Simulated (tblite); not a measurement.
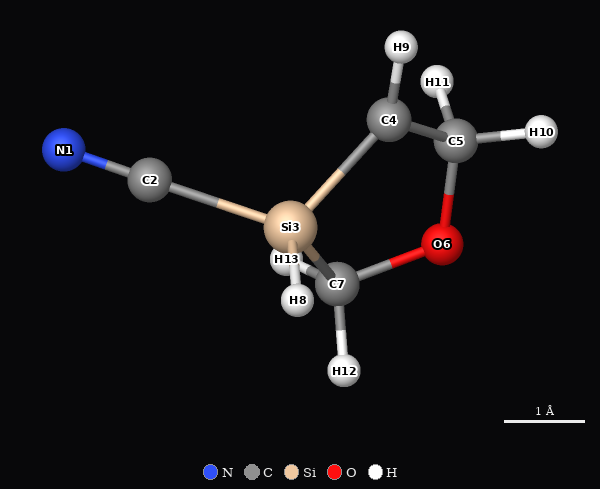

*The input geometry (ball-and-stick view, seen at a tilt; atoms are numbered from 1 in the order of the input).*

## C₄H₆NOSi: frequency calculation

System: C₄H₆NOSi, multiplicity 2.
Method: GFN2-xTB harmonic vibrations, gas phase (tblite 0.8.0).

It belongs to a series of runs on one base structure; here: H added to sp2 C.

## Output
```
mode    cm-1     km/mol
  1      72.1      7.81
  2      94.2     10.24
  3     160.3      1.28
  4     195.0     21.24
  5     311.6      1.22
  6     322.9      4.47
  7     400.0     15.31
  8     457.6     16.84
  9     546.3     86.00
 10     602.3     14.49
 11     613.8      9.63
 12     656.4    120.26
 13     728.0     37.96
 14     793.8     51.44
 15     835.0     44.53
 16     863.4     12.16
 17     910.3     63.15
 18    1006.2     16.54
 19    1102.4     44.10
 20    1133.9      1.31
 21    1177.0     11.94
 22    1221.8     11.90
 23    1254.4      3.13
 24    1277.8      4.16
 25    1417.4     20.80
 26    1468.4      2.17
 27    2240.6    279.77
 28    2348.2     61.16
 29    2719.2     32.35
 30    2861.2     53.50
 31    2885.9     20.22
 32    2995.9     22.21
 33    3126.8     10.67
```

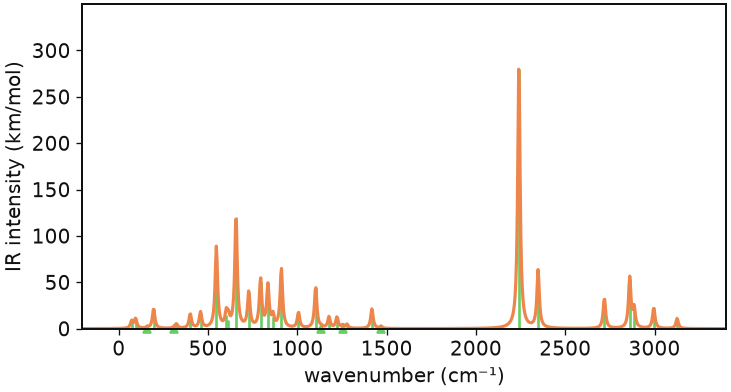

*Harmonic infrared spectrum, unscaled: sticks (degenerate modes added up, dark ones marked on the axis) with a Lorentzian envelope of 16 cm⁻¹ full width, scaled to the tallest stick.*

33 modes from 72 to 3127 cm⁻¹, none imaginary. The strongest line is at 2241 cm⁻¹ (280 km/mol).

This output came from the following input.

## Input file
```
{"job": {"kind": "ir", "xc": "GFN2-xTB", "basis": "xTB"}, "charge": 0, "multiplicity": 2}
N      3.188958    -1.287064    -1.073620
C      2.369425    -0.740418    -0.489215
Si     1.038071     0.125220     0.499781
C     -0.433745    -0.936545     0.822871
C     -1.624734    -0.321786     0.201675
O     -1.391852     0.996680    -0.224996
C     -0.048525     1.217057    -0.643269
H      1.687881     0.824349     1.610558
H     -0.540054    -1.890953     1.304509
H     -2.481226    -0.283241     0.888511
H     -1.946733    -0.944358    -0.659462
H      0.122245     2.288364    -0.550280
H      0.055899     0.953181    -1.704791
```

The first line tells a small driver script what to run in tblite; the rest is the geometry in Å.

Run as:
```bash
OMP_NUM_THREADS=1 python <driver script> task.json out
```

## Key numbers

- outcome: converged
- total energy: −549.5092 eV
- zero-point energy: 55.4680 kcal/mol
- hardware: 1 CPU thread, shared host
- peak memory: 0.18 GiB
